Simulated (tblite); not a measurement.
# GeH5NOSi: the cost of one run

Computed with tblite 0.8.0 and PySCF 2.14.0; each step states its level. No surroundings beyond the atoms listed, unless a continuum is named. Atoms count from 0, parts from 1.

## 1. Starting point

9 atoms, charge 0, multiplicity 1; geometry: distance geometry start.

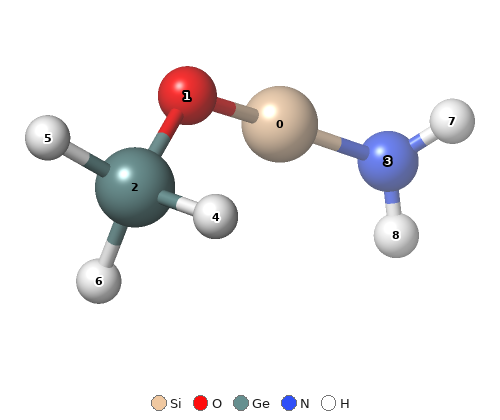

The starting geometry (silicon light orange, oxygen red, germanium teal, nitrogen blue, hydrogen white), atoms numbered.

## 2. Relaxing the cluster with GFN2-xTB

What the job is given:

```
{"job": {"kind": "relax", "xc": "GFN2-xTB", "basis": "xTB"}, "charge": 0, "multiplicity": 1}
Si     1.439843     1.138605    -1.219496
O      1.642538     2.864133    -1.021675
Ge     0.457847     3.969280    -0.105338
N      1.202164    -0.677126    -1.144643
H      0.486818     3.640459     1.370720
H      0.890278     5.433672    -0.280935
H     -0.948980     3.772791    -0.626135
H      1.953673    -1.175128    -0.662102
H      0.265645    -0.998121    -0.977471
```

Method: GFN2-xTB geometry optimisation, gas phase.

Command:

```sh
> OMP_NUM_THREADS=1 python cluster_run.py task.json out
```

The driver reads the jobs from task.json and runs them one after another.

**Question.** How long does this first job take on 1 thread of Arm Neoverse V1, shared host?

About 1.9 s.
